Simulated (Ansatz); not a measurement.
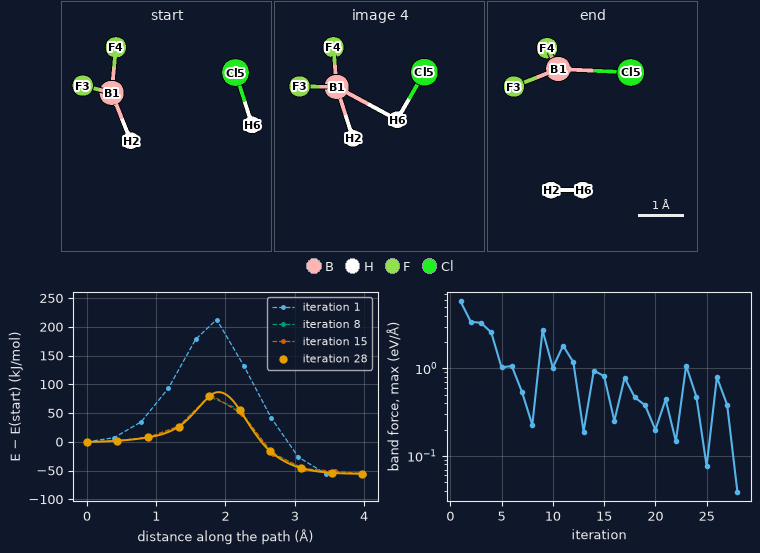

A nudged-elastic-band calculation for BH2ClF2, made up at the start of BHF2 and HCl. Images are numbered from 0 (start) to 9 (end). The plot follows the band through its iterations. The picture is a ball-and-stick view, seen at a tilt.

Computed with RKS PBE0/def2-SVP in Ansatz. Run with 8 movable images; no climbing image; force threshold 0.05 eV/Å; iteration limit 60; starting path through a guess of the saddle point.

How did the profile develop, and is the result final?

Answer. The run is converged, with reservations. The band converged in 28 iterations. The largest component of the band force went from 5.8 to 0.039 eV/Å. No image climbed, so the highest image needn't lie on the saddle point, and the true maximum along this path can be higher. The first iteration put the highest image at 212.8 kJ/mol. The energy climbs by 78.9 kJ/mol to image 4 and then falls by 134.4 kJ/mol, so the end point sits at −55.5 kJ/mol.

Limits of the set-up: the start holds two separate molecules, 3.0 Å apart at their closest, whose relative position is a soft coordinate and is computed without a dispersion correction.

The run took 3.8 min on 2 threads of AMD EPYC 7R43 64-Core Processor (Zen 3), with other jobs on the host, peak memory 0.14 GiB.
